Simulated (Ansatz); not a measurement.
# BaTiO3: Ti → Zr

The reference is BaTiO$_{3}$ in the cubic perovskite structure (space group Pm-3m, No. 221; a = 3.994 Å).

Now apply this change: full substitution Ti → Zr, then cell and atoms are relaxed.

Level of theory: r2SCAN, PAW, 500 eV (Ansatz, an electronic-structure program; spin-orbit coupling left out). k-mesh 8×8×8 (Γ-centred); smearing 0.05 eV (Fermi–Dirac).

The volume per atom goes up by 2.13 Å³ to 14.87 Å³ and the density grows by 0.10 g/cm³ (6.08 g/cm³ → 6.18 g/cm³). The lattice parameter a grows by 0.211 Å to 4.205 Å and the band gap rises by 1.56 eV, from 2.17 eV to 3.73 eV. The gap character stays indirect, R → Γ and the smallest direct gap grows by 1.68 eV, from 2.28 eV to 3.96 eV. The width of the top valence band decreases by 0.064 eV to 0.89 eV and the electron mass (degenerate bands, along [100]) is 0.36, 0.36, 2.8 mₑ (at Γ).

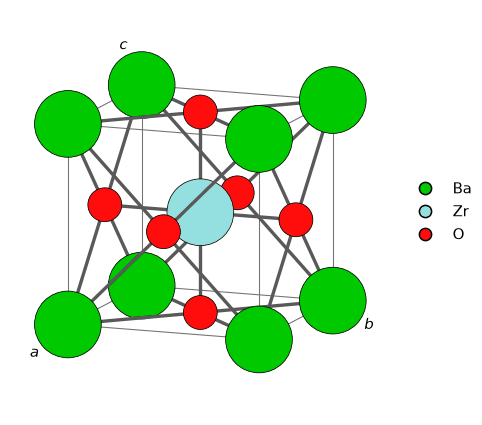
The relaxed conventional cell after the change

Effective masses come from finite differences of ±0.01 Å⁻¹. No phonon test of stability was made. The final runs are not spin-polarised. Many cubic perovskites are stable only at high temperature; tilts and polar distortions were not tested. This is not the structure that BaTiO3 has at room temperature and ambient pressure.
